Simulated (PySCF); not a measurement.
# F2O2Se: the cost of one run

Programs: PySCF 2.14.0, with routines of our own; each step states its level. All values are computed. Atoms count from 0.

## (1) The starting structure

5 atoms, charge 0, multiplicity 1; geometry from: GFN2-xTB.

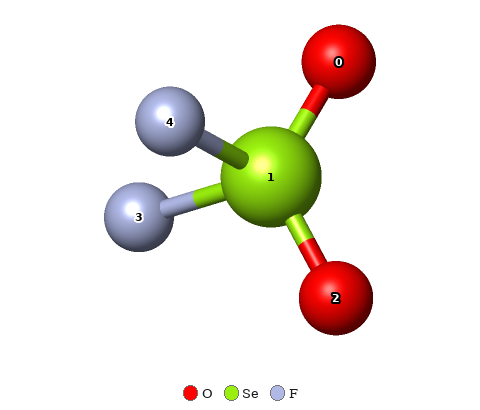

The starting geometry (oxygen red, selenium green, fluorine light blue).

## (2) Optimising the geometry at PBE0-D3(BJ)/def2-SVP

What the job is given:

```
{"job": {"xc": "PBE0", "basis": "def2-SVP", "d3": "d3bj", "grid": 1, "maxiter": 30, "shake": 0.01, "kind": "geom"}, "charge": 0, "multiplicity": 1}
O     -0.244670    -1.227540    -1.061660
Se    -0.081910    -0.194890     0.048280
O     -0.419020    -0.426710     1.506980
F     -0.772940     1.342940    -0.451520
F      1.552120     0.472220    -0.079960
```

Run with:

```console
> OMP_NUM_THREADS=1 python heavy_run.py task.json out
```

This one command runs all jobs of the session in turn.

Q: Estimate the wall time and peak memory of this first job on 1 thread of Arm Neoverse V2, shared host.

About 13 s, with a peak of 0.37 GiB.
